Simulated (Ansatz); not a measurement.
Consider AuH₄NS (SMILES [NH3+][Au-][SH]).

Input

```
crystal:
  periodic: [false, false, false]
  atoms:
    - {symbol: N, position_ang: [-1.042852, 0.650381, -0.730071]}
    - {symbol: Au, position_ang: [0.342966, -0.357314, 0.528642]}
    - {symbol: S, position_ang: [1.762995, -1.428296, 1.906519]}
    - {symbol: H, position_ang: [-1.756407, 0.015908, -1.071857]}
    - {symbol: H, position_ang: [-0.569475, 1.051025, -1.532644]}
    - {symbol: H, position_ang: [-1.503265, 1.403919, -0.231188]}
    - {symbol: H, position_ang: [2.827339, -1.403722, 1.084798]}
basis:
  gaussian: {orbitals: def2-TZVPP}
hamiltonian: {xc: pbe0, dispersion: d4}
output: {orbitals: {seedname: orbitals}}
```

Command:

```sh
ansatz run in.yaml --threads 2 --pin off --events-out ev --progress --plain --max-ram 32768MiB --backend cpu
```

Geometry: PBE0-D4/def2-TZVP; core potentials replace the inner electrons of Au.

Level of theory: RKS PBE0-D4/def2-TZVPP (Ansatz 0.2.0).

> What can the converged electron density and electron localisation function tell about the bonding?

Au–N (2.13 Å): the density is about 0.71 e/Å³ at the midpoint; the ELF peaks at about 0.90 in the valence shell of N, 0.6 Å from its nucleus, and is about 0.15 at the midpoint.
Au–S (2.25 Å): ρ at the midpoint is about 0.84 e/Å³; the ELF peaks at about 0.80 in the valence shell of S, 0.8 Å from its nucleus, and is about 0.45 at the midpoint.
N–H (1.01 Å): ρ is about 3 e/Å³ halfway; the ELF climbs to about 1 towards the hydrogen, as it does in any bond to H; a covalent bond by its length.
S–H (1.34 Å): the density is about 1.5 e/Å³ at the midpoint; the ELF climbs to about 1 towards the hydrogen.

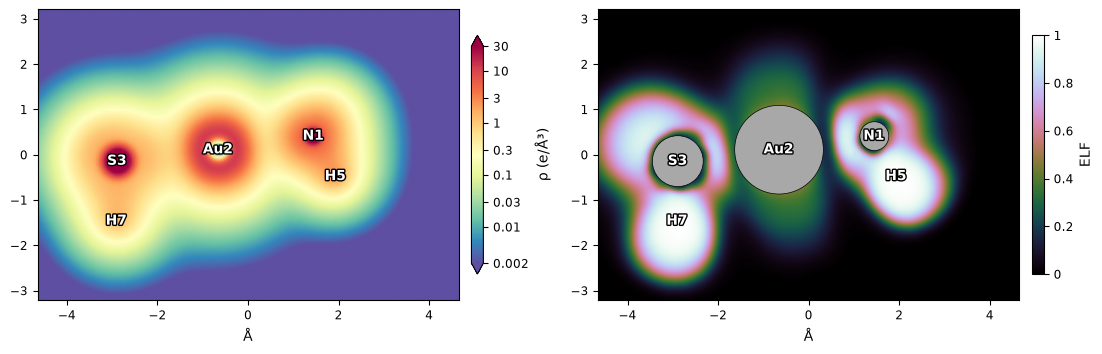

Computed electron density and electron localisation function on the plane of atoms Au2, N1 and H5, in this order. Grey discs cover the atomic cores in the ELF map. 
